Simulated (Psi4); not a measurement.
# GeSiH5Cl (SMILES [SiH3][GeH2][Cl]) at r2SCAN/def2-SVP

Aim: the vertical singlet–triplet gap of GeSiH5Cl at r2SCAN/def2-SVP, from 2 runs. 

The results are computed with Psi4 1.11.

1 further run of the same task is left out (set aside as unsound or not needed). Runs told in other sessions of the task aren't counted.

**1. The structure to begin with**

GeSiH5Cl: 8 atoms, total charge 0, spin state singlet. SMILES: `[SiH3][GeH2][Cl]`. The coordinates come from a PBE0-D4/def2-TZVP relaxation.

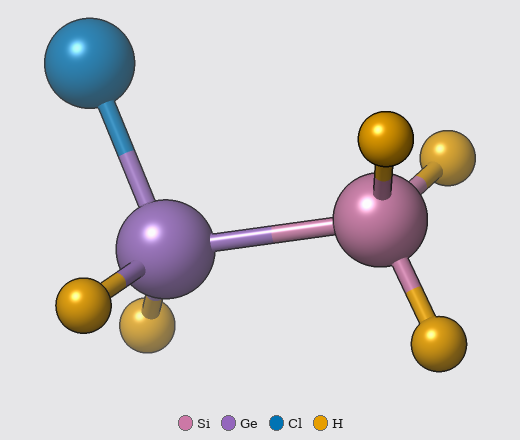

The structure, seen from a chosen angle (silicon pink, germanium purple, chlorine blue, hydrogen amber).

**2. A single-point energy at r2SCAN/def2-SVP**

File clgeh5si.xyz:

```xyz
8
ClGeH5Si
Si    -0.863600     0.827300    -0.302500
Ge     0.738300    -0.882000     0.118400
Cl     1.963100    -0.183700     1.766200
H     -1.744900     0.416200    -1.427300
H     -0.149800     2.078700    -0.658900
H     -1.678500     1.035600     0.920200
H      1.703100    -1.135200    -1.051200
H      0.124600    -2.213900     0.579200
```

File clgeh5si_ase.py:

```python
import numpy as np
from ase.calculators.psi4 import Psi4
from ase.io import read

atoms = read('clgeh5si.xyz')
calc = Psi4(atoms=atoms, method='r2scan', basis='def2-SVP', memory='2200MB', num_threads=1, charge=0, multiplicity=1, label='psi4-calc')
calc.psi4.set_options({'puream': True, 'e_convergence': 1e-09, 'd_convergence': 1e-08, 'scf_type': 'pk', 'dft_radial_points': 99, 'dft_spherical_points': 590})
atoms.calc = calc

print(f'energy: {atoms.get_potential_energy():.6f} eV')
```

Command:

```
$ python clgeh5si_ase.py
```

psi4-calc.dat:

```text
[...]
  Running in c1 symmetry.
[...]
  Nuclear repulsion =  338.365643184902012
[...]
  Multiplicity = 1
[...]
  Nalpha       = 34
  Nbeta        = 34
[...]
    Number of basis functions: 93
[...]
   @RKS iter   1: -2827.66451644269091   -1.79647e+00   2.64301e-02 ADIIS/DIIS
[...]
   @RKS iter  12: -2829.17278146988701   -8.18545e-12   5.95956e-09 DIIS
[...]
    Orbital Energies [Eh]
    ---------------------
    Doubly Occupied:
       1A   -398.136634     2A   -101.152363     3A    -65.829168
       4A    -49.603082     5A    -44.105265     6A    -44.103933
       7A    -44.103854     8A     -9.352478     9A     -7.101702
      10A     -7.094021    11A     -7.094005    12A     -6.185319
      13A     -5.223586    14A     -4.341950    15A     -4.336517
      16A     -4.336353    17A     -3.568563    18A     -3.567641
      19A     -3.567490    20A     -1.153726    21A     -1.150318
      22A     -1.150149    23A     -1.147099    24A     -1.146199
      25A     -0.765807    26A     -0.550907    27A     -0.489678
      28A     -0.357470    29A     -0.357278    30A     -0.335056
      31A     -0.331632    32A     -0.316776    33A     -0.276049
      34A     -0.262727
[...]
  @RKS Final Energy: -2829.17278146988701
   => Energetics <=
    Nuclear Repulsion Energy =            338.3656431849020123
    One-Electron Energy =               -4608.6541666476368846
    Two-Electron Energy =                1571.1394332069835400
    DFT Exchange-Correlation Energy =    -130.0236912141359085
    Empirical Dispersion Energy =           0.0000000000000000
    VV10 Nonlocal Energy =                  0.0000000000000000
    Total Energy =                      -2829.1727814698870134
[...]
 Multipole Moments:
 ------------------------------------------------------------------------------------
     Multipole            Electronic (a.u.)      Nuclear  (a.u.)        Total (a.u.)
 ------------------------------------------------------------------------------------
 L = 1.  Multiply by 2.5417464519 to convert [e a0] to [Debye]
 Dipole X            :          6.0109052           -6.5467643           -0.5358591
 Dipole Y            :         -6.8428648            6.7251019           -0.1177629
 Dipole Z            :          1.2971353           -1.8936689           -0.5965336
 Magnitude           :                                                    0.8104723
[...]
```

The script printed:

```text
energy: -76985.712686 eV
```

Wall time 65 s (1 thread of AMD EPYC 7R43 (Zen 3), shared host); peak memory 1.1 GiB.

**3. The triplet: energy and gradient at U-r2SCAN/def2-SVP**

clgeh5si.xyz is that of step 2.

File calc.py:

```python
import psi4

psi4.set_memory(2200000000)
psi4.set_num_threads(1)
psi4.core.set_output_file('run.log', False)

with open('clgeh5si.xyz') as f:
    atoms = ''.join(f.readlines()[2:])
m = psi4.geometry('0 3\n' + atoms + 'symmetry c1')

psi4.set_options({
    'basis': 'def2-SVP',
    'reference': 'uks',
    'puream': True,
    'e_convergence': 1e-09,
    'd_convergence': 1e-08,
    'scf_type': 'pk',
    'dft_radial_points': 99,
    'dft_spherical_points': 590,
    'maxiter': 100,
})

E, wfn = psi4.gradient('r2scan', return_wfn=True)
psi4.oeprop(wfn, 'DIPOLE', 'LOWDIN_CHARGES', 'WIBERG_LOWDIN_INDICES')
print('gradient / Eh bohr^-1')
print(E.np.round(6))
print(f'energy = {wfn.energy():.10f} Eh')
for k, v in sorted(psi4.core.scalar_variables().items()):
    print(f'{k:45s} {v:18.10f}')
```

Command:

```
$ python calc.py
```

run.log, shortened:

```text
[...]
  Running in c1 symmetry.
[...]
  Nuclear repulsion =  338.365643184902012
[...]
  Multiplicity = 3
[...]
  Nalpha       = 35
  Nbeta        = 33
[...]
    Number of basis functions: 93
[...]
   @UKS iter   1: -2827.26966023345585   -1.40161e+00   2.70214e-02 ADIIS/DIIS
[...]
   @UKS iter  17: -2828.97142005029855   -1.00044e-11   5.11451e-09 DIIS
[...]
   @S^2 Observed:                2.004371508E+00
[...]
  @UKS Final Energy: -2828.97142005029855
   => Energetics <=
    Nuclear Repulsion Energy =            338.3656431849020123
    One-Electron Energy =               -4608.1887606026848516
    Two-Electron Energy =                1570.8341540727315078
    DFT Exchange-Correlation Energy =    -129.9824567052475572
    Empirical Dispersion Energy =           0.0000000000000000
    VV10 Nonlocal Energy =                  0.0000000000000000
    Total Energy =                      -2828.9714200502985477
  UHF NO Occupations:
  HONO-2 :   33  A 1.9992602
  HONO-1 :   34  A 1.0000000
[...]
  -Total Gradient:
     Atom            X                  Y                   Z
    ------   -----------------  -----------------  -----------------
       1        0.005571437129     0.003543617289     0.007772976708
       2        0.021711819980     0.033464190709     0.043157345106
       3       -0.043809261906    -0.021459767546    -0.056614624480
       4        0.010241667438    -0.005156580079     0.006493105081
       5       -0.005929506310    -0.000705876644     0.002711997075
       6        0.001356119711     0.004258578471    -0.004813912219
       7        0.003352764245    -0.008383816465     0.002626768358
       8        0.007372188779    -0.005642823399    -0.001516926125
[...]
 Multipole Moments:
 ------------------------------------------------------------------------------------
     Multipole            Electronic (a.u.)      Nuclear  (a.u.)        Total (a.u.)
 ------------------------------------------------------------------------------------
 L = 1.  Multiply by 2.5417464519 to convert [e a0] to [Debye]
 Dipole X            :          6.2313584           -6.5467643           -0.3154059
 Dipole Y            :         -6.5203900            6.7251019            0.2047119
 Dipole Z            :          1.7237238           -1.8936689           -0.1699451
 Magnitude           :                                                    0.4126369
[...]
```

On the terminal:

```text
gradient / Eh bohr^-1
[[ 0.005571  0.003544  0.007773]
 [ 0.021712  0.033464  0.043157]
 [-0.043809 -0.02146  -0.056615]
 [ 0.010242 -0.005157  0.006493]
 [-0.00593  -0.000706  0.002712]
 [ 0.001356  0.004259 -0.004814]
 [ 0.003353 -0.008384  0.002627]
 [ 0.007372 -0.005643 -0.001517]]
energy = -2828.9714200503 Eh
CURRENT ENERGY                                  -2828.9714200503
CURRENT REFERENCE ENERGY                        -2828.9714200503
DD SOLVATION ENERGY                                 0.0000000000
DFT FUNCTIONAL TOTAL ENERGY                     -2828.9714200503
DFT TOTAL ENERGY                                -2828.9714200503
DFT VV10 ENERGY                                     0.0000000000
DFT XC ENERGY                                    -129.9824567052
GRID ELECTRONS ALPHA                               35.0000007968
GRID ELECTRONS BETA                                33.0000008888
GRID ELECTRONS TOTAL                               68.0000016856
NUCLEAR REPULSION ENERGY                          338.3656431849
ONE-ELECTRON ENERGY                             -4608.1887606027
PCM POLARIZATION ENERGY                             0.0000000000
PE ENERGY                                           0.0000000000
SCF ITERATION ENERGY                            -2828.9714200503
SCF ITERATIONS                                     17.0000000000
SCF TOTAL ENERGY                                -2828.9714200503
TWO-ELECTRON ENERGY                              1570.8341540727
XC GRID RADIAL POINTS                              99.0000000000
XC GRID SPHERICAL POINTS                          590.0000000000
XC GRID TOTAL POINTS                           440796.0000000000
```

Run time: 2.3 min. Hardware: 1 thread of AMD EPYC 7R43 (Zen 3), shared host; peak memory 1.1 GiB.

**4. Results**

Level: r2SCAN/def2-SVP.

```
                                        quantity           value
                           singlet: total energy  -2829.17278 Eh
                          singlet: dipole moment          2.06 D
                            singlet: HOMO energy        -7.15 eV
                            singlet: LUMO energy        -1.12 eV
                          singlet: HOMO–LUMO gap         6.02 eV
                           triplet: total energy  -2828.97142 Eh
                          triplet: dipole moment          1.05 D
     triplet: HOMO energy (highest over α and β)        -1.96 eV
                                   triplet: ⟨S²⟩           2.004
               triplet: largest force on an atom      3.843 eV/Å
vertical energy of the triplet above the singlet        5.479 eV
```

At this shape the triplet lies 5.48 eV (126 kcal/mol) above the singlet.
